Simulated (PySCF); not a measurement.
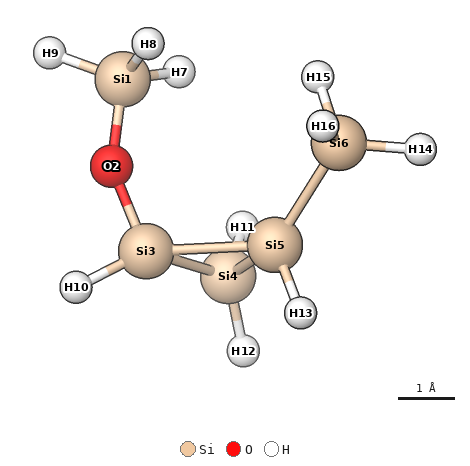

The input geometry of run A (ball-and-stick view, seen at a tilt; atoms are numbered from 1 in the order of the input).

**Two runs on Si₅H₁₀O**

System: Si₅H₁₀O, SMILES [SiH3]O[Si@H]1[SiH2][Si@H]1[SiH3].
Method of run A: GIAO PBE0/pcSseg-1 NMR shielding, non-relativistic, gas phase (PySCF 2.14.0).

The geometry comes from this level: GFN2-xTB. Text and figures count atoms from 1; the logs count them from 0 in places.

### Input, run A
```
{"job": {"xc": "PBE0", "basis": "pcSseg-1", "kind": "nmr", "pop": true}, "charge": 0, "multiplicity": 1}
Si     2.350547     0.639786     1.019303
O      1.714181     0.519293    -0.447023
Si     0.475524     0.064666    -1.444750
Si    -0.266340    -2.072669    -0.852728
Si    -1.526760    -0.106380    -0.218785
Si    -1.973708     0.895159     1.822338
H      1.974941    -0.553572     1.781842
H      1.800669     1.842119     1.645204
H      3.790656     0.725698     0.803177
H      1.067183     0.585439    -2.690732
H      0.338775    -2.950500     0.165836
H     -0.877952    -3.033122    -1.786975
H     -2.707796     0.078157    -1.108470
H     -3.185110     0.391914     2.483325
H     -0.853905     0.628518     2.730234
H     -2.128502     2.354439     1.758586
```

The first line tells a small driver script what to run in PySCF; the rest is the geometry in Å.

Command:
```bash
OMP_NUM_THREADS=1 python <driver script> task.json out
```

Hardware: 1 CPU thread, shared host.

### Output (run A)
```
coarse grid: 15408 points
cycle   1  E = -1527.8100495711  dE =  2.845e-01  |g| = 7.720e-01  |ddm| = 3.872e+00
cycle   2  E = -1527.5247620450  dE =  2.853e-01  |g| = 1.416e+00  |ddm| = 2.350e+00
cycle   3  E = -1527.9143534879  dE = -3.896e-01  |g| = 8.506e-02  |ddm| = 1.877e+00
cycle   4  E = -1527.9158936708  dE = -1.540e-03  |g| = 3.267e-02  |ddm| = 1.968e-01
cycle   5  E = -1527.9162265136  dE = -3.328e-04  |g| = 7.868e-03  |ddm| = 7.494e-02
cycle   6  E = -1527.9162455556  dE = -1.904e-05  |g| = 1.555e-03  |ddm| = 1.605e-02
cycle   7  E = -1527.9162462984  dE = -7.428e-07  |g| = 4.509e-04  |ddm| = 3.734e-03
final grid: 124560 points
cycle   8  E = -1527.9574288057  dE = -1.003e-05  |g| = 6.883e-03  |ddm| = 1.759e-02
cycle   9  E = -1527.9574155765  dE =  1.323e-05  |g| = 1.090e-02  |ddm| = 1.463e-02
cycle  10  E = -1527.9574362862  dE = -2.071e-05  |g| = 6.270e-04  |ddm| = 9.787e-03
cycle  11  E = -1527.9574363560  dE = -6.974e-08  |g| = 1.478e-04  |ddm| = 1.109e-03
cycle  12  E = -1527.9574363640  dE = -8.056e-09  |g| = 2.418e-05  |ddm| = 3.111e-04
cycle  13  E = -1527.9574363642  dE = -1.783e-10  |g| = 7.051e-06  |ddm| = 5.369e-05
converged SCF energy = -1527.9574363642

GIAO shielding tensors (ppm)
atom      isotropic    diamagn.    paramagn.     s11        s22        s33       span
  0 Si     391.836     880.432    -488.596    350.093    362.417    462.997    112.904
  1 O      350.597     400.315     -49.718    249.958    380.217    421.616    171.658
  2 Si     380.943     878.633    -497.690    204.241    338.670    599.920    395.679
  3 Si     502.738     881.051    -378.313    371.084    503.775    633.355    262.271
  4 Si     524.550     882.397    -357.847    429.540    508.116    635.995    206.455
  5 Si     457.054     880.303    -423.249    429.409    463.306    478.447     49.038
  6 H       26.928      31.293      -4.365     23.435     26.451     30.898      7.463
  7 H       26.822      30.667      -3.845     23.548     25.756     31.162      7.614
  8 H       26.779      28.753      -1.974     23.042     24.803     32.492      9.450
  9 H       25.003      28.537      -3.534     20.411     23.646     30.953     10.542
 10 H       27.831      30.877      -3.046     23.882     26.314     33.296      9.414
 11 H       28.009      30.298      -2.290     24.195     25.378     34.453     10.258
 12 H       28.163      30.235      -2.072     23.789     25.616     35.083     11.293
 13 H       27.695      28.548      -0.853     23.989     25.242     33.855      9.865
 14 H       27.996      30.162      -2.166     24.255     26.879     32.853      8.598
 15 H       27.712      29.087      -1.375     24.104     25.469     33.565      9.461
```

The input of run B differs as follows (lines with − go, lines with + come):
```diff
-"xc": "PBE0"
+"xc": "BLYP"
+"scf": {"damp": 0.3}
-"pop": true
+"pop": false
```

Predict how the results change.

The total energies belong to different methods, so their difference says nothing on which is more stable or more accurate. The HOMO goes from −6.78 to −5.60 eV. The LUMO goes from −1.89 to −2.40 eV. The dipole moment goes from 0.24 to 0.20 D. Of all shieldings, the largest change is that of Si5, by −35.9 ppm. The functional changes from PBE0 to BLYP. Exact exchange removes part of the self-interaction error of semilocal functionals, which pushes filled and empty levels apart. The SCF takes 24 iterations against 13.

### Output, shortened to warnings, some set-up lines, iterations and results (run B)
```
[...]
cycle   1  E = -1528.4493297488  dE =  3.272e-01  |g| = 9.798e-01  |ddm| = 3.907e+00
cycle   2  E = -1528.2518593437  dE =  1.975e-01  |g| = 1.380e+00  |ddm| = 2.462e+00
cycle   3  E = -1528.0834729061  dE =  1.684e-01  |g| = 1.746e+00  |ddm| = 3.017e+00
cycle   4  E = -1525.6514704167  dE =  2.432e+00  |g| = 3.245e+00  |ddm| = 7.039e+00
cycle   5  E = -1518.9103274755  dE =  6.741e+00  |g| = 5.466e+00  |ddm| = 1.078e+01
[... 14 lines ...]
cycle  20  E = -1528.6193930890  dE = -3.225e-05  |g| = 3.538e-03  |ddm| = 2.943e-02
cycle  21  E = -1528.6193979528  dE = -4.864e-06  |g| = 8.793e-04  |ddm| = 9.113e-03
cycle  22  E = -1528.6193982103  dE = -2.576e-07  |g| = 2.260e-04  |ddm| = 2.208e-03
cycle  23  E = -1528.6193982302  dE = -1.983e-08  |g| = 3.914e-05  |ddm| = 6.567e-04
cycle  24  E = -1528.6193982307  dE = -5.339e-10  |g| = 2.595e-05  |ddm| = 1.589e-04
converged SCF energy = -1528.6193982307

GIAO shielding tensors (ppm)
atom      isotropic    diamagn.    paramagn.     s11        s22        s33       span
  0 Si     373.623     881.135    -507.512    329.613    343.286    447.972    118.358
  1 O      333.578     400.355     -66.777    227.607    368.883    404.242    176.635
  2 Si     354.177     879.685    -525.508    176.491    314.137    571.903    395.413
  3 Si     472.652     881.731    -409.079    339.927    480.324    597.706    257.779
  4 Si     488.622     883.191    -394.569    391.753    476.468    597.645    205.892
  5 Si     432.071     880.949    -448.878    402.893    435.150    458.170     55.277
  6 H       26.867      31.906      -5.039     23.454     26.303     30.844      7.390
  7 H       26.791      31.190      -4.399     23.591     25.705     31.076      7.485
  8 H       26.783      29.066      -2.283     23.103     24.859     32.388      9.284
  9 H       25.057      28.704      -3.647     20.362     23.800     31.009     10.647
 10 H       27.953      31.352      -3.399     24.191     26.621     33.047      8.856
 11 H       28.122      30.409      -2.287     24.532     25.731     34.103      9.571
 12 H       28.227      30.357      -2.131     24.114     25.960     34.606     10.492
 13 H       27.794      28.824      -1.030     24.304     25.476     33.602      9.298
 14 H       28.133      30.963      -2.830     24.637     27.072     32.689      8.052
 15 H       27.812      29.586      -1.773     24.416     25.647     33.375      8.960
```

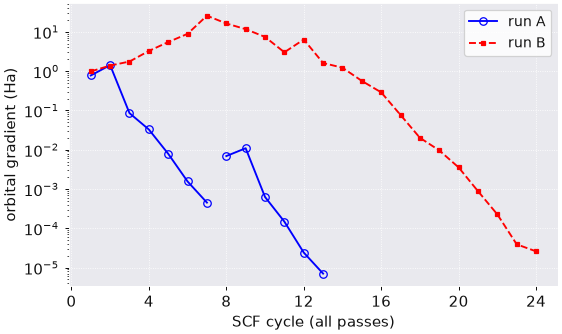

Convergence of the two runs: orbital gradient against the SCF cycle. A break in a curve parts two SCF passes (coarse and final grid). Run A takes 13 cycles in all, and run B takes 24.

### The two runs side by side

```csv
quantity,run A,run B
outcome,converged,converged
total energy (hartree),−1527.957436,−1528.619398
HOMO (eV),−6.78,−5.60
LUMO (eV),−1.89,−2.40
dipole moment (D),0.24,0.20
shielding of Si1 (ppm),391.8,373.6
shielding of O2 (ppm),350.6,333.6
shielding of Si3 (ppm),380.9,354.2
shielding of Si4 (ppm),502.7,472.7
shielding of Si5 (ppm),524.6,488.6
shielding of Si6 (ppm),457.1,432.1
shielding of H15 (ppm),28.0,28.1
SCF iterations,13,24
basis functions,187,187
wall time (shared host),23 s,45 s
```
